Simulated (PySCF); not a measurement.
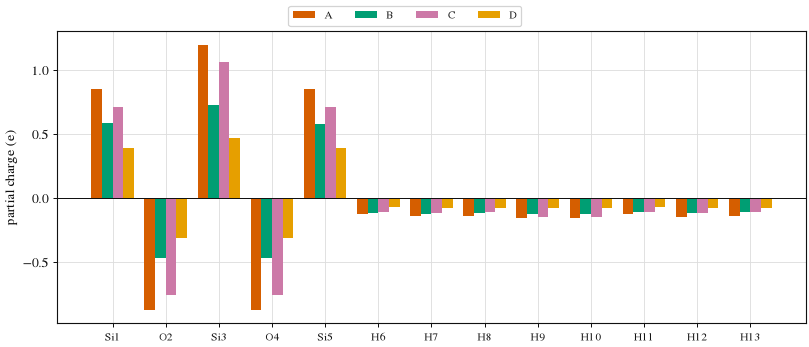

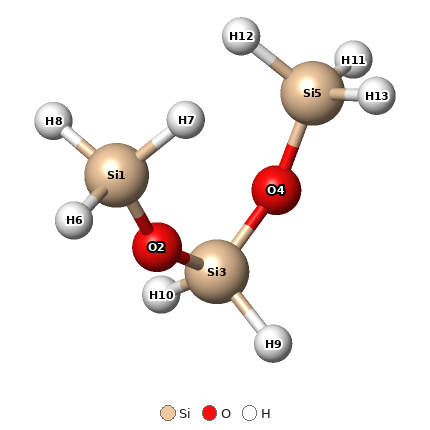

Atomic charges of Si₃H₈O₂, SMILES [SiH3]O[SiH2]O[SiH3] by 4 schemes, PBE0/pcSseg-1 in PySCF, at a PBE0-D3(BJ)/def2-SVP geometry (no frequency check).

The schemes are ESP fit, Hirshfeld, IAO and Mulliken. Which series is which?

A: IAO (Si5 0.85 e); B: ESP fit (Si5 0.58 e); C: Mulliken (Si5 0.71 e); D: Hirshfeld (Si5 0.39 e).

Caveats: one conformer of a flexible molecule.
